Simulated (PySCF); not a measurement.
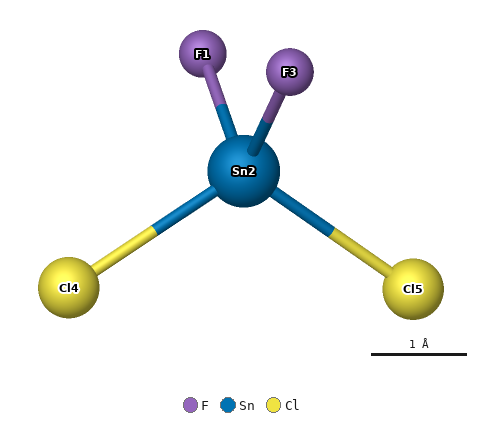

The structure as given in the input (ball-and-stick view, seen at a tilt; atoms are numbered from 1 in the order of the input). Sticks mark near contacts. Bond lengths as drawn: Cl–Sn 2.27 Å and F–Sn 1.89 Å.

**Single-point calculation, with input and output: SnCl₂F₂**

- system: SnCl₂F₂, SMILES [F][Sn]([F])([Cl])[Cl]
- method: TPSS/def2-SVP, RKS, core potentials def2-svp (PySCF 2.14.0)

The geometry comes from this level: PBE0-D4/def2-TZVP.

## Input (calc.py)
```python
from pyscf import gto, dft

molecule = gto.M(
    atom='''
F   -0.136000  -0.318500   1.871500
Sn   0.031600  -0.036600   0.013600
F    1.509000  -1.080200  -0.523100
Cl  -1.837700  -0.793000  -1.030000
Cl   0.483000   2.154700  -0.373400
''',
    spin=0,
    max_memory=1860,
    charge=0,
    ecp={'Sn': 'def2-svp'},
    basis='def2-svp',
    verbose=4,
)

mf = dft.RKS(molecule)
mf.xc = 'tpss'
mf.conv_tol = 1e-10
mf.grids.level = 5
mf.kernel()
if not mf.converged:
    mf = mf.newton().run(mf.mo_coeff, mf.mo_occ)

e_tot = mf.e_tot
print('E(%s) = %.9f' % ('TPSS', e_tot))
```

Machine: 1 thread of Intel Xeon @ 2.70GHz, 189 GiB of memory available, shared host.

Run as:
```bash
OMP_NUM_THREADS=1 python calc.py
```

## What the program printed
```
PySCF version 2.14.0

[INPUT] num. atoms = 5
[INPUT] num. electrons = 74
[INPUT] charge = 0
[INPUT] spin (= nelec alpha-beta = 2S) = 0
[INPUT] symmetry False subgroup None
[INPUT] Mole.unit = angstrom
[INPUT] Symbol           X                Y                Z      unit          X                Y                Z       unit  Magmom
[INPUT]  1 F     -0.136000000000  -0.318500000000   1.871500000000 AA   -0.257002752941  -0.601877770674   3.536622442124 Bohr   0.0
[INPUT]  2 Sn     0.031600000000  -0.036600000000   0.013600000000 AA    0.059715345536  -0.069163976159   0.025700275294 Bohr   0.0
[INPUT]  3 F      1.509000000000  -1.080200000000  -0.523100000000 AA    2.851596721969  -2.041282159755  -0.988515735760 Bohr   0.0
[INPUT]  4 Cl    -1.837700000000  -0.793000000000  -1.030000000000 AA   -3.472749699113  -1.498552816780  -1.946417908302 Bohr   0.0
[INPUT]  5 Cl     0.483000000000   2.154700000000  -0.373400000000 AA    0.912737718165   4.071792880600  -0.705623734913 Bohr   0.0

nuclear repulsion = 435.160609101594
number of shells = 38
number of NR pGTOs = 181
number of NR cGTOs = 90
basis = def2-svp
ecp = {'Sn': 'def2-svp'}

******** <class 'pyscf.dft.rks.RKS'> ********
method = RKS
initial guess = minao
damping factor = 0
level_shift factor = 0
DIIS = <class 'pyscf.scf.diis.CDIIS'>
diis_start_cycle = 1
diis_space = 8
diis_damp = 0
SCF conv_tol = 1e-10
SCF conv_tol_grad = None
SCF max_cycles = 50
direct_scf = True
direct_scf_tol = 1e-13
XC library pyscf.dft.libxc version 7.0.0
    S. Lehtola, C. Steigemann, M. J.T. Oliveira, and M. A.L. Marques.,  SoftwareX 7, 1–5 (2018)
XC functionals = tpss
    J. Tao, J. P. Perdew, V. N. Staroverov, and G. E. Scuseria.,  Phys. Rev. Lett. 91, 146401 (2003)
    J. Tao, J. P. Perdew, V. N. Staroverov, and G. E. Scuseria.,  Phys. Rev. Lett. 91, 146401 (2003)
radial grids:
    Treutler-Ahlrichs [JCP 102, 346 (1995); DOI:10.1063/1.469408] (M4) radial grids

becke partition: Becke, JCP 88, 2547 (1988); DOI:10.1063/1.454033
pruning grids: <function nwchem_prune>
grids dens level: 5
symmetrized grids: False
atomic radii adjust function: <function treutler_atomic_radii_adjust>
small_rho_cutoff = 0
Set gradient conv threshold to 1e-05
Initial guess from minao.
tot grids = 220856
init E= -1311.57347988562
  HOMO = -0.689857382093767  LUMO = -0.664467778454347  gap/eV = 0.69089
cycle= 1 E= -1331.48685314234  delta_E= -19.9  |g|= 3.32  |ddm|= 7.86
  HOMO = 0.147280950027371  LUMO = 0.157160943630642  gap/eV = 0.26885
cycle= 2 E= -1326.12561629317  delta_E= 5.36  |g|= 6.55  |ddm|= 9.97
  HOMO = -0.330697865437981  LUMO = -0.0627633095144446  gap/eV = 7.29087
cycle= 3 E= -1333.65707149084  delta_E= -7.53  |g|= 1.13  |ddm|= 6.87
  HOMO = -0.2556938193367  LUMO = -0.131287733652044  gap/eV = 3.38526
cycle= 4 E= -1333.67361718498  delta_E= -0.0165  |g|= 1.37  |ddm|=  2.5
  HOMO = -0.298453576250551  LUMO = -0.144257484709861  gap/eV = 4.19589
cycle= 5 E= -1334.00014530957  delta_E= -0.327  |g|= 0.345  |ddm|= 1.31
  HOMO = -0.323001022135628  LUMO = -0.147171347212847  gap/eV = 4.78457
cycle= 6 E= -1334.03017942433  delta_E= -0.03  |g|= 0.0418  |ddm|= 0.434
  HOMO = -0.319575185623164  LUMO = -0.144971266082258  gap/eV = 4.75121
cycle= 7 E= -1334.0305409288  delta_E= -0.000362  |g|= 0.00416  |ddm|= 0.0472
  HOMO = -0.319892746389307  LUMO = -0.145244184854278  gap/eV = 4.75243
cycle= 8 E= -1334.03054448462  delta_E= -3.56e-06  |g|= 0.00114  |ddm|= 0.00455
  HOMO = -0.319853720575852  LUMO = -0.145215079923886  gap/eV = 4.75216
cycle= 9 E= -1334.03054480781  delta_E= -3.23e-07  |g|= 0.00015  |ddm|= 0.00112
  HOMO = -0.319847291132975  LUMO = -0.14521534169581  gap/eV = 4.75198
cycle= 10 E= -1334.03054481133  delta_E= -3.52e-09  |g|= 9.4e-05  |ddm|= 0.000199
  HOMO = -0.319847866506782  LUMO = -0.145215752873227  gap/eV = 4.75198
cycle= 11 E= -1334.03054481254  delta_E= -1.21e-09  |g|= 4.83e-05  |ddm|= 0.000108
  HOMO = -0.319848769490135  LUMO = -0.145215561428266  gap/eV = 4.75201
cycle= 12 E= -1334.03054481298  delta_E= -4.44e-10  |g|= 3.12e-06  |ddm|= 4.05e-05
  HOMO = -0.319848682547516  LUMO = -0.14521536720936  gap/eV = 4.75201
cycle= 13 E= -1334.03054481298  delta_E= 3.87e-12  |g|= 1.36e-06  |ddm|= 4.32e-06
  HOMO = -0.31984886615496  LUMO = -0.145215466731521  gap/eV = 4.75202
```

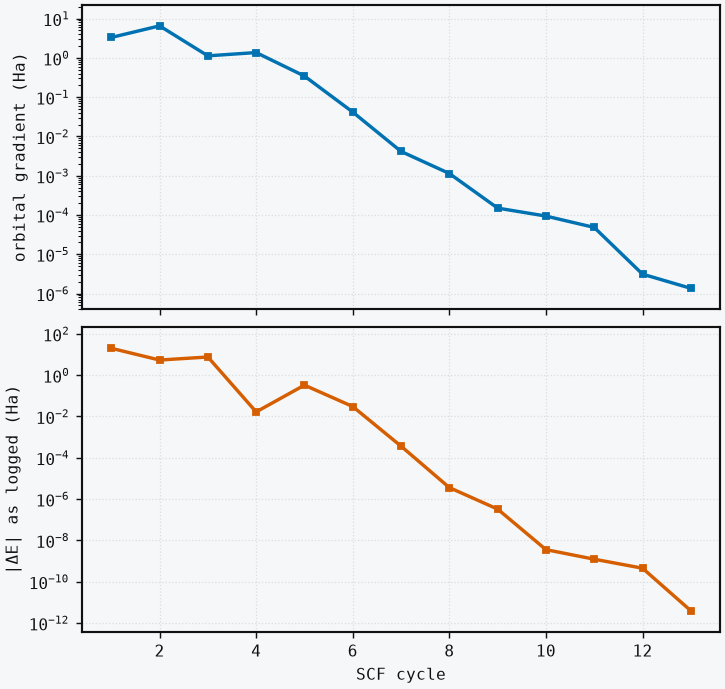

Convergence of the self-consistent field: orbital gradient and size of the energy change against the SCF cycle. The residual falls almost steadily, with no more than small rises.

```
Extra cycle  E= -1334.03054481298  delta_E= -5.46e-12  |g|= 2.31e-06  |ddm|= 4.8e-06
converged SCF energy = -1334.03054481298
E(TPSS) = -1334.030544813
```

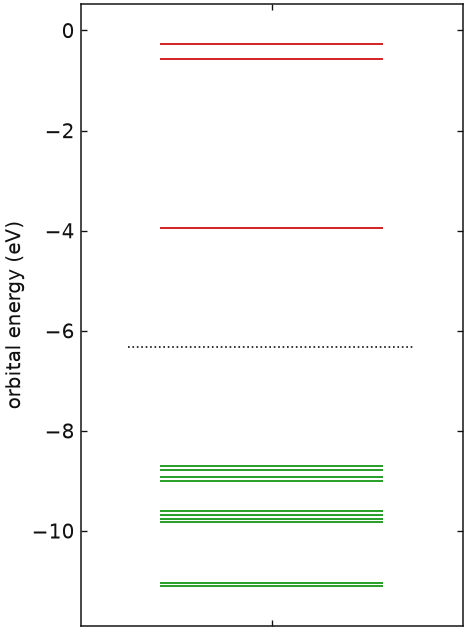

Orbital energies near the frontier; the dotted line parts filled from empty levels, and levels within 0.02 eV of each other stand side by side. Highest filled −8.70 eV, lowest empty −3.95 eV, 4.75 eV apart.

## Results in brief

| quantity | value |
| --- | --- |
| outcome | converged |
| total energy | −1334.030545 hartree |
| basis functions | 90 |
| HOMO | −8.70 eV |
| LUMO | −3.95 eV |
| dipole moment | 1.22 D |
| wall time | 37 s |
| peak memory | 0.48 GiB |
